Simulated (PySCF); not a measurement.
C₄H₉FS₂Si

| atom | x (Å) | y (Å) | z (Å) |
| --- | --- | --- | --- |
| C | 2.1251 | 0.9599 | -0.0312 |
| C | 0.9570 | 0.2258 | -0.6735 |
| C | 0.2679 | -0.7279 | 0.2962 |
| C | -0.7891 | -1.5927 | -0.3668 |
| S | -2.1822 | -0.6028 | -1.0213 |
| Si | -2.3059 | 0.6718 | 0.6823 |
| F | -2.3455 | 2.2032 | 0.1941 |
| S | -0.4980 | 0.1900 | 1.6987 |
| H | 1.7844 | 1.5476 | 0.8178 |
| H | 2.8744 | 0.2536 | 0.3197 |
| H | 2.5891 | 1.6290 | -0.7508 |
| H | 0.2301 | 0.9515 | -1.0471 |
| H | 1.3133 | -0.3582 | -1.5264 |
| H | 1.0088 | -1.3804 | 0.7671 |
| H | -0.3702 | -2.1255 | -1.2201 |
| H | -1.1995 | -2.3159 | 0.3388 |
| H | -3.4667 | 0.4829 | 1.5124 |

Geometry: GFN2-xTB.

Level of theory: PySCF, PBE0/pcSseg-1, SCF density, gas phase, non-relativistic.

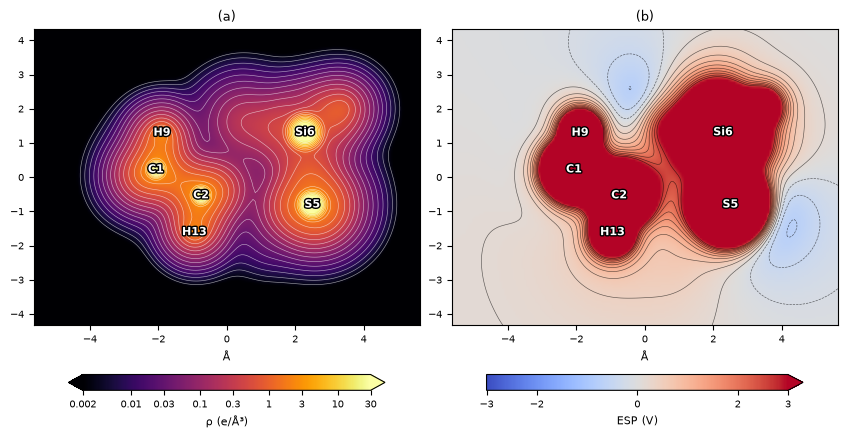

Figure 1. (a) total electron density; (b) electrostatic potential on the plane of atoms C1, C2 and H13.

Describe what can be read from this map.

- The plane passes through C, S, Si and H nuclei.
- C–C (1.52 Å): ρ at the midpoint is about 1.6 e/Å³.
- Si–S (2.13 Å): the density is about 0.87 e/Å³ at the midpoint.
- C–H (1.09 Å): ρ at the midpoint is about 2 e/Å³.
- Outside the dense part of the molecule the potential is most negative (−0.7 V) near S5.

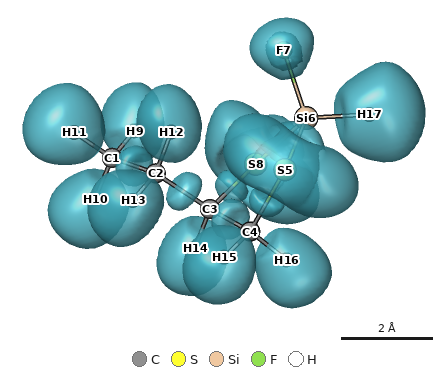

Figure 2. Isosurface of the electron localisation function at 0.8 (cyan), seen at a tilt. Core shells and regions of very low density are left out.

What do the ELF domains correspond to?

At this value the surface marks out three regions between bonded C–C atoms (shared pairs), two regions between bonded C–S atoms (shared pairs), nine regions around hydrogen nuclei, two regions on S in which the atom's valence shell and bonds are merged and one region wrapped around F (its lone pairs, merged into a ring or cap). Along the contacts the grid gives the following. C–C (1.52 Å): the ELF peaks at about 0.95 between the atoms; a covalent bond. Si–F (1.61 Å): the ELF peaks at about 0.85 in the valence shell of F, 0.6 Å from its nucleus, and is about 0.50 at the midpoint.

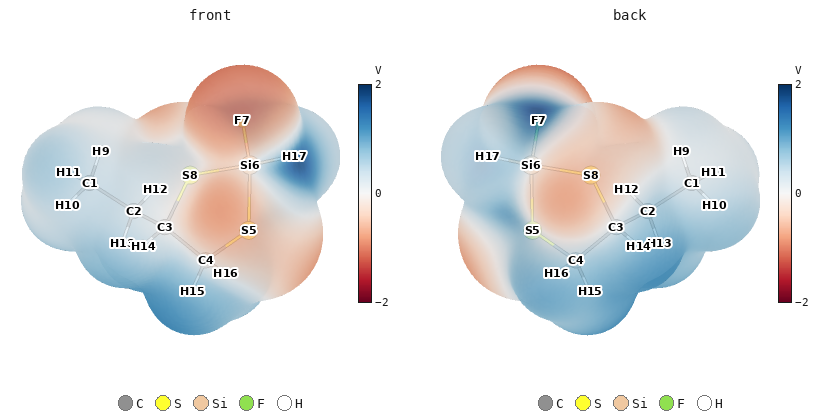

Figure 3. The molecular electrostatic potential painted on the density surface at 0.002 e/bohr³, seen from the front and from behind; red is negative and blue positive.

Where is the surface potential most negative and most positive?

The most negative region (about −1.0 V) lies over F7, the most positive (about +1.7 V) over Si6.
